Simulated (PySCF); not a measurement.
# triplet C2H3Cl at 6 levels

Wanted: a comparison of 6 runs (U-r2SCAN/def2-SVPD, U-wB97M-V/def2-SVPD, UB3LYP/def2-SVPD, UM06-L/def2-SVPD, UPBE/def2-SVPD, USCS-MP2/def2-SVPD) of triplet C2H3Cl. 

Program for the calculation: PySCF 2.14.0.

1 further run of the same task is left out (set aside as unsound or not needed).

**1. Starting point**

The species is C2H3Cl (6 atoms), meant as a triplet with charge 0. SMILES of the parent species: `C=CCl`. The coordinates come from a PBE0-D4/def2-TZVP relaxation. That shape belongs to the parent species and isn't relaxed for this state.

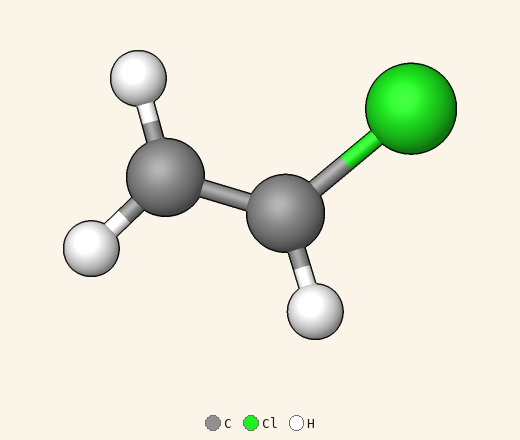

Viewed from a chosen angle; carbon grey, chlorine green, hydrogen white.

**2. A single-point energy at U-r2SCAN/def2-SVPD (run 1)**

calc.py

```python
from pyscf import gto, dft

molecule = gto.M(
    atom='''
C       -0.461860       0.202020      -0.539180
C        0.378470      -0.011560       0.455830
Cl       0.897380      -1.579540       0.939640
H       -0.883050      -0.607730      -1.121290
H       -0.744690       1.217510      -0.788270
H        0.813760       0.779300       1.053260
''',
    max_memory=1860,
    spin=2,
    verbose=3,
    basis='def2-svpd',
)

mf = dft.UKS(molecule)
mf.xc = 'r2scan'
mf.conv_tol = 1e-10
mf.grids.level = 5
mf.kernel()
if not mf.converged:
    mf = mf.newton().run(mf.mo_coeff, mf.mo_occ)

etot = mf.e_tot
print('E = %.10f Eh' % etot)
```

On the command line:

```
$ OMP_NUM_THREADS=1 python calc.py
```

The log of the run:

```text
WARN: HOMO -0.08803160245539 >= LUMO -0.302317201395032

WARN: HOMO -0.024334461961498 >= LUMO -0.137957717932925

WARN: HOMO -0.0895884299116689 >= LUMO -0.192238064296554

WARN: HOMO -0.096571646190323 >= LUMO -0.188539459202181

WARN: HOMO -0.101285246194748 >= LUMO -0.185218516761289

WARN: HOMO -0.101201886588135 >= LUMO -0.183933131500328

WARN: HOMO -0.101331140249551 >= LUMO -0.183837958573028

WARN: HOMO -0.101402705443242 >= LUMO -0.183859326021353

WARN: HOMO -0.101397027580034 >= LUMO -0.183845549875623

WARN: HOMO -0.101396736284895 >= LUMO -0.183849160974172

WARN: HOMO -0.101396260903424 >= LUMO -0.18384745823393

WARN: HOMO -0.101397453534843 >= LUMO -0.183848914952506

converged SCF energy = -537.76628772079  <S^2> = 2.0110203  2S+1 = 3.0073379
E = -537.7662877208 Eh
```

Wall time 58 s (1 thread of Arm Neoverse V1, shared host); peak memory 0.51 GiB.

**3. The energy at U-wB97M-V/def2-SVPD (run 2)**

mol.xyz

```xyz
6

C     -0.461860     0.202020    -0.539180
C      0.378470    -0.011560     0.455830
Cl     0.897380    -1.579540     0.939640
H     -0.883050    -0.607730    -1.121290
H     -0.744690     1.217510    -0.788270
H      0.813760     0.779300     1.053260
```

calc.py

```python
from pyscf import gto, dft

mol = gto.Mole()
mol.atom = 'mol.xyz'
mol.verbose = 4
mol.spin = 2
mol.max_memory = 1860
mol.basis = 'def2-svpd'
mol.build()

myscf = dft.UKS(mol, xc='wb97m-v')
myscf.conv_tol = 1e-10
myscf.nlcgrids.level = 1
myscf.grids.level = 5
myscf.kernel()
if not myscf.converged:
    myscf = myscf.newton().run(myscf.mo_coeff, myscf.mo_occ)

e_tot = myscf.e_tot
print('E(%s) = %.9f' % ('WB97M-V', e_tot))
```

On the command line:

```
$ OMP_NUM_THREADS=1 python calc.py
```

The log of the run:

```text
PySCF version 2.14.0

[... 65 lines left out ...]
WARN: HOMO -0.00909228801244222 >= LUMO -0.28294495898293
[... 50 lines left out ...]
converged SCF energy = -537.769072065256  <S^2> = 2.0064686  2S+1 = 3.0043093
E(WB97M-V) = -537.769072065
```

It took 1.7 min on 1 thread of Arm Neoverse V1, shared host; peak memory 0.52 GiB.

Run 3 isn't shown in full; the table further down has it.

**4. A single-point energy at UM06-L/def2-SVPD (run 4)**

run.py

```python
from pyscf import gto, dft

system = gto.M(
    atom='''
C   -0.461860   0.202020  -0.539180
C    0.378470  -0.011560   0.455830
Cl   0.897380  -1.579540   0.939640
H   -0.883050  -0.607730  -1.121290
H   -0.744690   1.217510  -0.788270
H    0.813760   0.779300   1.053260
''',
    charge=0,
    max_memory=1860,
    spin=2,
    basis='def2-svpd',
    verbose=3,
)

mf = dft.UKS(system, xc='m06-l')
mf.grids.level = 5
mf.conv_tol = 1e-10
mf.kernel()
if not mf.converged:
    mf = mf.newton().run(mf.mo_coeff, mf.mo_occ)

etot = mf.e_tot
print(f'total energy: {etot:.8f} hartree')
```

On the command line:

```
$ OMP_NUM_THREADS=1 python run.py
```

The log of the run:

```text
WARN: HOMO -0.0890883001847795 >= LUMO -0.306466961696786

WARN: HOMO -0.0120807330123482 >= LUMO -0.141858960949266

WARN: HOMO -0.0798798754772658 >= LUMO -0.199433402675618

WARN: HOMO -0.086461367271637 >= LUMO -0.195408079108346

WARN: HOMO -0.0904840771943665 >= LUMO -0.190688061287716

WARN: HOMO -0.0904013852168739 >= LUMO -0.188773779688437

WARN: HOMO -0.0905194846968209 >= LUMO -0.188401597947629

WARN: HOMO -0.0906045705934955 >= LUMO -0.188381386551543

WARN: HOMO -0.0906004218302421 >= LUMO -0.18836406235356

WARN: HOMO -0.0906027839353993 >= LUMO -0.188373029004511

WARN: HOMO -0.0906028766712597 >= LUMO -0.188372170431988

WARN: HOMO -0.090603119019387 >= LUMO -0.188373087473949

WARN: HOMO -0.0906034256848578 >= LUMO -0.188373211007429

converged SCF energy = -537.826276404758  <S^2> = 2.0115745  2S+1 = 3.0077064
total energy: -537.82627640 hartree
```

Run time: 62 s. Hardware: 1 thread of Arm Neoverse V1, shared host; peak memory 0.51 GiB.

Run 5 isn't shown in full; the table further down has it.

**5. The energy at USCS-MP2/def2-SVPD (run 6)**

calc.py

```python
from pyscf import gto, scf, mp

mol = gto.M(
    atom='''
C       -0.461860       0.202020      -0.539180
C        0.378470      -0.011560       0.455830
Cl       0.897380      -1.579540       0.939640
H       -0.883050      -0.607730      -1.121290
H       -0.744690       1.217510      -0.788270
H        0.813760       0.779300       1.053260
''',
    verbose=3,
    basis='def2-svpd',
    max_memory=1860,
    spin=2,
)

mf = scf.UHF(mol)
mf.conv_tol = 1e-10
mf.kernel()
if not mf.converged:
    mf = mf.newton().run(mf.mo_coeff, mf.mo_occ)

pt = mp.MP2(mf, frozen=7).run()
etot = mf.e_tot + 1.2 * pt.e_corr_os + pt.e_corr_ss / 3
print('Final energy', etot)
```

On the command line:

```
$ OMP_NUM_THREADS=1 python calc.py
```

The log of the run:

```text
WARN: HOMO 0.0536181977739356 >= LUMO -0.26053631832109

converged SCF energy = -536.633826153297  <S^2> = 2.0246419  2S+1 = 3.0163832
E(UMP2) = -537.014987473689  E_corr = -0.381161320392326
E(SCS-UMP2) = -537.008073612566  E_corr = -0.374247459268869
Final energy -537.0080736125657
```

Run time: 3.6 s. Hardware: 1 thread of Arm Neoverse V1, shared host; peak memory 0.21 GiB.

**6. All runs side by side**

```csv
run,level,nlc grid,integration grid,energy (Eh),dipole moment (D) of the reference,HOMO energy (eV),⟨S²⟩,wall time
1,U-r2SCAN/def2-SVPD,–,5,-537.766288,1.08,-2.76,2.011,58 s
2,U-wB97M-V/def2-SVPD,1,5,-537.769072,1.07,-5.66,2.006,1.7 min
3,UB3LYP/def2-SVPD,–,5,-537.856796,0.94,-3.33,2.007,26 s
4,UM06-L/def2-SVPD,–,5,-537.826276,1.06,-2.47,2.012,62 s
5,UPBE/def2-SVPD,–,5,-537.543848,0.80,-2.33,2.006,26 s
6,USCS-MP2/def2-SVPD,–,–,-537.008074,1.60,-7.01,2.025,3.6 s
```

**7. Outcome**

| quantity | value |
| --- | --- |
| run 6: total energy | -537.00807 Eh |
| run 6: dipole moment (Hartree–Fock density) | 1.60 D |
| run 6: HOMO energy (Hartree–Fock orbitals) (highest over α and β) | -7.01 eV |
| run 6: LUMO energy (Hartree–Fock orbitals) (lowest over α and β) | 0.48 eV |
| run 6: correlation energy (7 core orbitals frozen) | -374.2 mEh |
| run 6: ⟨S²⟩ of the reference determinant | 2.025 |

In words: Over runs 1, 2, 3, 4, 5 the dipole moment (its size) runs from 0.80 D (UPBE/def2-SVPD) to 1.08 D (U-r2SCAN/def2-SVPD). Totals of different functionals can't be ranked against each other. All runs together took 4.6 min, the longest 1.7 min.
